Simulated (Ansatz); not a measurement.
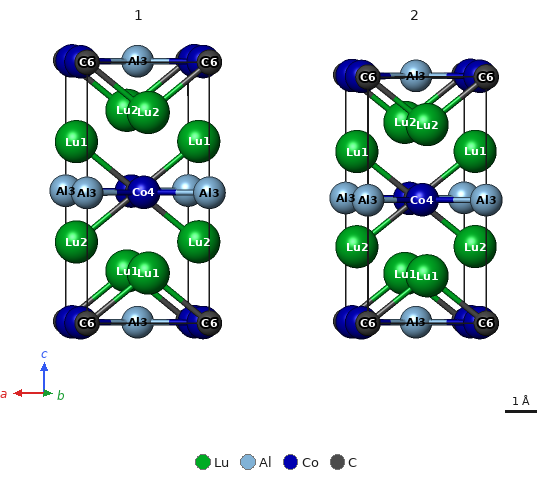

Two geometries of solid Lu2AlCo2C (set up in Immm), drawn at one scale. One is the start of a relaxation, the other its converged end. The picture is a ball-and-stick view of the conventional cell (2 times the calculation's cell), seen from a free direction. Lengths and directions refer to the drawn axes.

Theory: DFT PBEsol, scalar-relativistic, plane waves, PAW in Ansatz. Settings: plane-wave cutoff 420 eV; k-point mesh 10 × 10 × 10; occupations gaussian; smearing width 0.05 eV; no spin polarisation; cell and atoms relaxed; force threshold 0.01 eV/Å; at most 50 steps.

Question: Which one is relaxed?

Answer: Structure 2 is the relaxed one. The largest moves relative to the cell, 0.029 Å, are those of Co atoms. By element the largest moves are Co 0.029 Å, Lu 0.008 Å. C and Al stay in place. The volume changes by −5.1 %, with a 4.033 → 3.901 Å (−3.3 %), b 5.819 → 6.045 Å (+3.9 %), c 8.542 → 8.064 Å (−5.6 %). Among the contacts that change: Lu–Lu 3.284 → 3.116 Å, Co–Co 2.422 → 2.573 Å, Co–Lu 2.895 → 2.789 Å, C–Lu 2.601 → 2.496 Å. Bond angles that change, for instance: Co–Al–Co 118.0° → 113.2°, Co–Al–Co 62.0° → 66.8°, Al–Co–Al 118.0° → 113.2°. The space group stays Immm (No. 71). Over 5 accepted moves (7 points after the start) the energy falls by 57.3 meV per atom. Largest force component: 0.32 eV/Å at the start, 0.0036 eV/Å at the end. The pressure goes from −3.52 to 0.00 GPa. At 2 points the geometry stayed and the basis and grid were re-selected for the new cell (energy shift of 0.1 meV per atom at most each time). Cost: 93 s on 8 threads of Arm Neoverse V1 (shared host), peak memory 1.1 GiB.

Limits of the set-up: an element that often carries a moment was run without spin polarisation.
